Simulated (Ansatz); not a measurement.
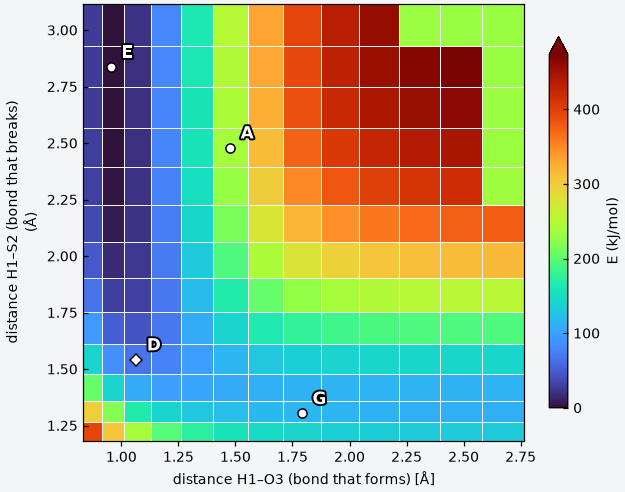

The reacting system H3OS (fragments H₂S + HO where the first distance is long, H₂O + HS where the second is long), spin multiplicity 2. The first coordinate is: distance H1–O3 (bond that forms); the second: distance H1–S2 (bond that breaks). Relaxed at each point: all other coordinates. Grid: 13 × 13 points. Points are written as (first, second). Energies are in kJ/mol, from the lowest grid point. Energies and slopes of some neighbouring points disagree (a jump in structure or state, or too coarse a mesh). In part of the range the unrestricted reference is strongly spin-contaminated. Computed with UKS PBE0-D4/def2-SVP in Ansatz 0.2.0.

In the figure: one coloured cell a grid point, one colour for all values above the top of the scale, lettered points.

**Is A the lowest point of the computed grid?**

No. A lies 238 kJ/mol above the lowest grid point, which is at (0.954 Å, 2.838 Å).

**Rank the lettered points by energy, lowest first.**

E (0 kJ/mol), D (67 kJ/mol), G (115 kJ/mol), A (238 kJ/mol).
